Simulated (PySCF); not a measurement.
**MoCl2OF2 (SMILES [O]=[Mo]([F])([F])([Cl])[Cl]) at 6 levels**

We compute a comparison of 6 runs (HF/STO-3G, HF/def2-SVP, BP86/STO-3G, PBE/def2-SVP, PBE0/def2-SVP, MP2/def2-SVPD) of MoCl2OF2. The job is set up through a Python script.

The results are computed with PySCF 2.14.0.

## 1. Starting point

The species is MoCl2OF2 (6 atoms), meant as a singlet with charge 0. SMILES: `[O]=[Mo]([F])([F])([Cl])[Cl]`. The shape is that of a PBE0-D4/def2-TZVP optimisation.

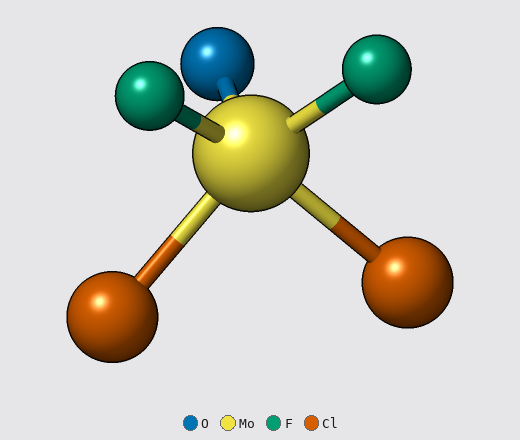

Viewed from a chosen angle; oxygen blue, molybdenum yellow, fluorine teal, chlorine orange.

## 2. Energy and gradient at HF/STO-3G (run 1)

mol.xyz reads:

```xyz
6

O     -0.903200     0.018100    -1.466000
Mo    -0.065700    -0.075900    -0.061400
F     -1.254500    -0.699700     1.200200
F      0.593900    -1.793900     0.024700
Cl     2.037400     0.532400    -0.635800
Cl    -0.365800     1.954900     0.892100
```

job.py reads:

```python
# [O]=[Mo]([F])([F])([Cl])[Cl]
from pyscf import gto

mol = gto.M(
    atom='mol.xyz',
    basis='sto-3g',
    max_memory=1860,
    charge=0,
    spin=0,
    verbose=4,
)

myscf = mol.RHF()
myscf.conv_tol = 1e-10
myscf.kernel()
if not myscf.converged:
    myscf = myscf.newton().run(myscf.mo_coeff, myscf.mo_occ)

etot = myscf.e_tot
print('E(%s) = %.9f' % ('HF', etot))
grad = myscf.nuc_grad_method().kernel()
myscf.analyze()
```

On the command line:

```sh
$ OMP_NUM_THREADS=1 python job.py
```

The log of the run:

```text
PySCF version 2.14.0

[... 84 lines left out ...]
Nuclear Repulsion Energy =             897.264470636630335
[... 9 lines left out ...]
MO #4   energy= -101.09171967403   occ= 2
[... 7 lines left out ...]
MO #12  energy= -15.5436789136025  occ= 2
[... 7 lines left out ...]
MO #20  energy= -9.12987688417459  occ= 2
[... 7 lines left out ...]
MO #28  energy= -3.00937215224215  occ= 2
[... 7 lines left out ...]
MO #36  energy= -1.00100788342495  occ= 2
[... 7 lines left out ...]
MO #44  energy= -0.494713928262631 occ= 2
[... 7 lines left out ...]
MO #52  energy= 0.0375485007058922 occ= 0
[... 7 lines left out ...]
MO #60  energy= 0.650322407518591  occ= 0
[... 69 lines left out ...]
Dipole moment(X, Y, Z, Debye): -1.61220, -2.16313, -0.52306
```

Run time: 21 s. Hardware: 1 thread of Intel Xeon at 2.50GHz (Skylake/Cascade Lake), shared host; peak memory 0.13 GiB.

## 3. Energy and gradient at HF/def2-SVP (core potential) (run 2)

run.py reads:

```python
# [O]=[Mo]([F])([F])([Cl])[Cl]
import pyscf.grad
from pyscf import gto, scf

mol = gto.M(
    atom='''
O     -1.706801     0.034204    -2.770338
Mo    -0.124155    -0.143430    -0.116029
F     -2.370661    -1.322241     2.268049
F      1.122308    -3.389980     0.046676
Cl     3.850128     1.006090    -1.201488
Cl    -0.691262     3.694226     1.685825
''',
    ecp={'Mo': 'def2-svp'},
    max_memory=1860,
    basis='def2-svp',
    verbose=4,
    unit='bohr',
    charge=0,
)

myscf = scf.RHF(mol)
myscf.conv_tol = 1e-10
myscf.kernel()
if not myscf.converged:
    myscf = myscf.newton().run(myscf.mo_coeff, myscf.mo_occ)

e_final = myscf.e_tot
print('E(%s) = %.9f' % ('HF', e_final))
grad = myscf.Gradients().kernel()
myscf.analyze()
```

On the command line:

```sh
$ OMP_NUM_THREADS=1 python run.py
```

The log of the run:

```text
PySCF version 2.14.0

[... 87 lines left out ...]
One-electron Energy =                -2677.133992461533126
[... 15 lines left out ...]
MO #11  energy= -8.07567414566677  occ= 2
[... 13 lines left out ...]
MO #25  energy= -0.741227198345899 occ= 2
[... 13 lines left out ...]
MO #39  energy= -0.0286325048291319 occ= 0
[... 13 lines left out ...]
MO #53  energy= 0.488187513639192  occ= 0
[... 13 lines left out ...]
MO #67  energy= 1.05120416019264   occ= 0
[... 13 lines left out ...]
MO #81  energy= 1.50981415743785   occ= 0
[... 13 lines left out ...]
MO #95  energy= 2.92613265056843   occ= 0
[... 13 lines left out ...]
MO #109 energy= 39.5202841583641   occ= 0
[... 118 lines left out ...]
Dipole moment(X, Y, Z, Debye):  0.48004,  1.06810, -0.24056
```

It took 46 s on 1 thread of Intel Xeon at 2.50GHz (Skylake/Cascade Lake), shared host; peak memory 0.26 GiB.

Runs 3 to 5 aren't shown in full; the table further down has their settings and results.

## 4. Energy and forces at MP2/def2-SVPD (core potential) (run 6)

job.py reads:

```python
# [O]=[Mo]([F])([F])([Cl])[Cl]
from pyscf import gto, mp

molecule = gto.Mole()
molecule.atom = '''
O     -1.706801     0.034204    -2.770338
Mo    -0.124155    -0.143430    -0.116029
F     -2.370661    -1.322241     2.268049
F      1.122308    -3.389980     0.046676
Cl     3.850128     1.006090    -1.201488
Cl    -0.691262     3.694226     1.685825
'''
molecule.basis = 'def2-svpd'
molecule.unit = 'bohr'
molecule.ecp = {'Mo': 'def2-svp'}
molecule.max_memory = 1860
molecule.charge = 0
molecule.spin = 0
molecule.verbose = 4
molecule.build()

mf = molecule.RHF()
mf.conv_tol = 1e-10
mf.kernel()
if not mf.converged:
    mf = mf.newton().run(mf.mo_coeff, mf.mo_occ)

pt = mp.MP2(mf, frozen=13).run()
e_tot = pt.e_tot
print('E(%s) = %.9f' % ('MP2', e_tot))
grad = pt.nuc_grad_method().kernel()
mf.analyze()
```

On the command line:

```sh
$ OMP_NUM_THREADS=1 python job.py
```

The log of the run:

```text
PySCF version 2.14.0

[... 92 lines left out ...]
One-electron Energy =                -2677.253524244278651
[... 21 lines left out ...]
MO #17  energy= -2.17819753454368  occ= 2
[... 19 lines left out ...]
MO #37  energy= -0.473980819010026 occ= 2
[... 19 lines left out ...]
MO #57  energy= 0.248506109167243  occ= 0
[... 19 lines left out ...]
MO #77  energy= 0.476580444355462  occ= 0
[... 19 lines left out ...]
MO #97  energy= 0.920484633934307  occ= 0
[... 19 lines left out ...]
MO #117 energy= 1.37334281068925   occ= 0
[... 19 lines left out ...]
MO #137 energy= 2.12183540545904   occ= 0
[... 19 lines left out ...]
MO #157 energy= 39.8426991530645   occ= 0
[... 166 lines left out ...]
Dipole moment(X, Y, Z, Debye):  0.38584,  0.92756, -0.25796
```

Wall time 5.4 min (1 thread of Intel Xeon at 2.50GHz (Skylake/Cascade Lake), shared host); peak memory 1.9 GiB.

## 5. Overview of the runs

| run | level | core potential | integration grid | energy (Eh) | dipole moment (D) of the reference | HOMO energy (eV) | LUMO energy (eV) | wall time |
| --- | --- | --- | --- | --- | --- | --- | --- | --- |
| 1 | HF/STO-3G | – | – | -5115.276265 | 2.75 | -10.43 | 1.02 | 21 s |
| 2 | HF/def2-SVP (core potential) | def2-svp | – | -1259.827328 | 1.20 | -12.96 | -2.35 | 46 s |
| 3 | BP86/STO-3G | – | 5 | -5119.884876 | 3.34 | -5.21 | -2.29 | 82 s |
| 4 | PBE/def2-SVP (core potential) | def2-svp | 5 | -1262.637128 | 0.69 | -8.11 | -5.82 | 2.4 min |
| 5 | PBE0/def2-SVP (core potential) | def2-svp | 5 | -1262.618482 | 0.85 | -9.59 | -5.42 | 2.4 min |
| 6 | MP2/def2-SVPD (core potential) | def2-svp | – | -1261.234278 | 1.04 | -12.90 | -2.31 | 5.4 min |

## 6. What came out

| quantity | value |
| --- | --- |
| run 6: total energy | -1261.23428 Eh |
| run 6: dipole moment (Hartree–Fock density) | 1.04 D |
| run 6: HOMO energy (Hartree–Fock orbitals) | -12.90 eV |
| run 6: LUMO energy (Hartree–Fock orbitals) | -2.31 eV |
| run 6: HOMO–LUMO gap (Hartree–Fock orbitals) | 10.58 eV |
| run 6: correlation energy (13 core orbitals frozen) | -1369.9 mEh |
| run 6: largest force on an atom | 3.454 eV/Å |

Over runs 1, 2, 3, 4, 5 the dipole moment (its size) runs from 0.69 D (PBE/def2-SVP) to 3.34 D (BP86/STO-3G). The two ends differ in method and basis and core potential. The two dipoles point in opposite directions. Over runs 1, 2, 3, 4, 5 the HOMO–LUMO gap runs from 2.29 eV (PBE/def2-SVP) to 11.45 eV (HF/STO-3G). Totals of different functionals can't be ranked against each other. Some runs of one species differ in core potentials or relativity; totals across that change don't compare. In runs 1, 3 the basis is minimal, so the values are rough. In runs 1, 3 relativity is left out where basis or elements ask for it. All runs together took 13 min, the longest 5.4 min.
